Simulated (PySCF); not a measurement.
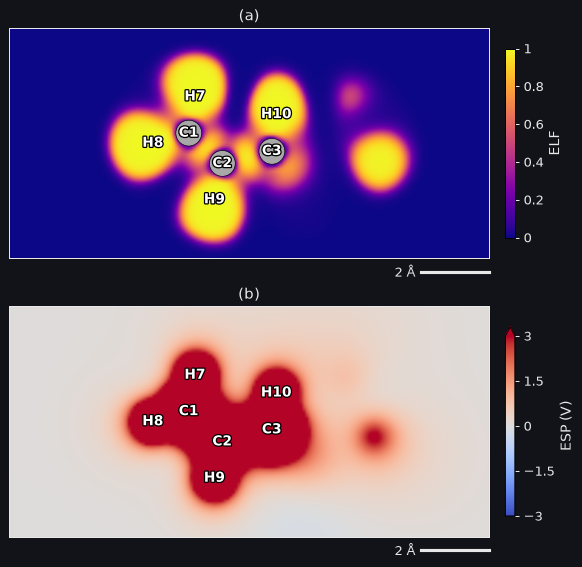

Figure. C₄H₁₁PSi (SMILES C=CCPC[SiH3]). (a) electron localisation function; (b) molecular electrostatic potential on the plane of atoms H7, C1 and H8. Grey discs cover the atomic cores in the ELF map.

Geometry: GFN2-xTB.

Level of theory: PySCF, PBE0/pcSseg-1, SCF density, gas phase, non-relativistic.

```yaml
atoms:
  - { symbol: C, position_ang: [-3.1771, -0.6893, -0.9611] }
  - { symbol: C, position_ang: [-2.4803, 0.3315, -0.4957] }
  - { symbol: C, position_ang: [-1.2876, 0.1987, 0.3843] }
  - { symbol: P, position_ang: [0.2574, 0.7621, -0.5195] }
  - { symbol: C, position_ang: [1.5171, 0.1273, 0.6772] }
  - { symbol: Si, position_ang: [3.2688, 0.1569, -0.0733] }
  - { symbol: H, position_ang: [-2.9277, -1.7075, -0.7089] }
  - { symbol: H, position_ang: [-4.0278, -0.5534, -1.6064] }
  - { symbol: H, position_ang: [-2.7463, 1.3450, -0.7662] }
  - { symbol: H, position_ang: [-1.1593, -0.8332, 0.7227] }
  - { symbol: H, position_ang: [-1.3875, 0.8513, 1.2591] }
  - { symbol: H, position_ang: [0.3042, -0.3493, -1.3760] }
  - { symbol: H, position_ang: [1.4836, 0.7820, 1.5513] }
  - { symbol: H, position_ang: [1.2428, -0.8770, 1.0059] }
  - { symbol: H, position_ang: [4.2013, -0.2986, 0.9620] }
  - { symbol: H, position_ang: [3.5885, 1.5197, -0.4938] }
  - { symbol: H, position_ang: [3.3228, -0.7541, -1.2186] }
```

What do the fields say about this system?

- Atoms in the plane: C and H.
- C–C (1.32 Å): the ELF peaks at about 0.90 between the atoms (a multiple bond).
- C–H (1.08 Å): the ELF climbs to about 1 towards the hydrogen, as it does in any bond to H; an ordinary covalent bond to hydrogen.
- C–C (1.49 Å): the ELF peaks at about 0.95 between the atoms (a covalent bond).
- The potential has no marked negative region in this plane.
